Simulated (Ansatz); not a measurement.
The figure comes from a scan of BaTiO3 (tetragonal-perovskite type, space group P4mm): one O atom of a 5-atom cell moves by s towards the nearest neighbour, with its periodic images. All values below come from PBEsol (plane waves to 420 eV, PAW, scalar-relativistic; Ansatz, an electronic-structure program). k mesh 7×7×7 (Γ-centred), Fermi-Dirac smearing 0.05 eV. The energy includes the smearing's −TS. Left out: 4 of 11 points, with atoms too close for the PAW data. BaTiO3 is run without spin polarisation. BaTiO3 was relaxed with its symmetry unable to fall. The PAW data are Ansatz's earlier set. The zero of ΔE is the undisplaced structure.

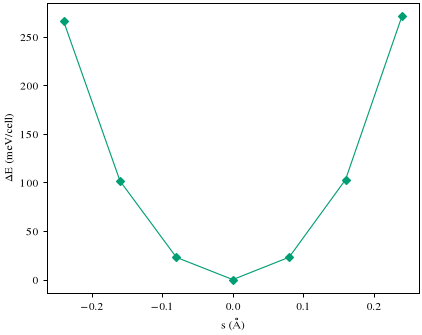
*ΔE (meV/cell) against s (Å); computed points joined by lines.*

Q: Turn the plot into a table (rounded to what can be read).

A: To the nearest 5:

| s (Å) | ΔE (meV/cell) |
|---|---|
| -0.240 | 265 |
| -0.160 | 100 |
| -0.080 | 25 |
| 0.000 | 0 |
| 0.080 | 25 |
| 0.160 | 105 |
| 0.240 | 270 |

(For displaced atoms, the force is minus the slope of the energy, and its curvature is a force constant, which sets phonon frequencies.)
